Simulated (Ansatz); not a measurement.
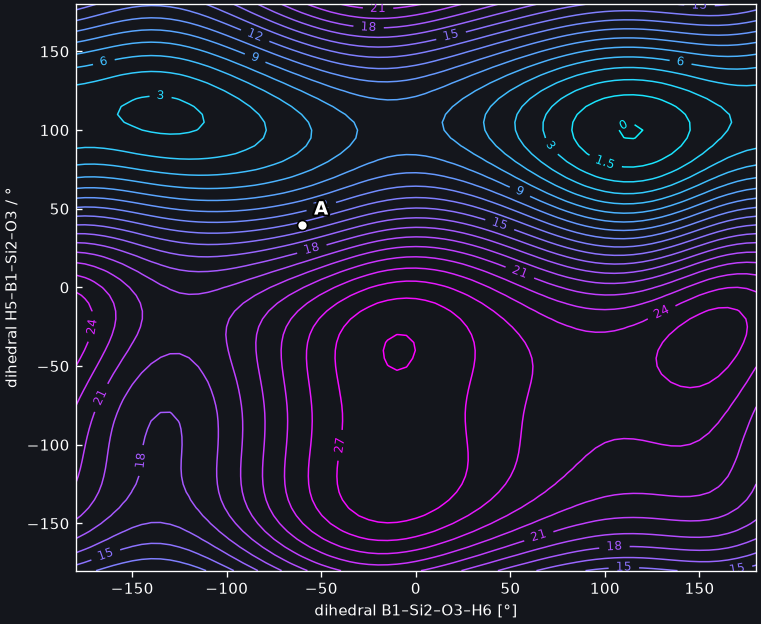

BClH₂OSi, SMILES B=[Si](O)Cl. First axis: dihedral B1–Si2–O3–H6. Second axis: dihedral H5–B1–Si2–O3. Nothing is relaxed (all other coordinates rigid). The grid has 18 × 18 points. Points are written as (first, second). Energies are in kJ/mol, from the lowest grid point. These are results of RKS wB97X-V/def2-SVP in Ansatz, not measurements.

In the figure: contour lines labelled in kJ/mol, the point A. Between grid points the surface is interpolated.

Question: Which way does the force act at A, and how strong is it?

Answer: A, at (−60°, 40°), is not a stationary point. The computed force is 0.066 kJ/mol for each degree towards smaller values of dihedral B1–Si2–O3–H6 and 0.24 kJ/mol for each degree towards larger values of dihedral H5–B1–Si2–O3.
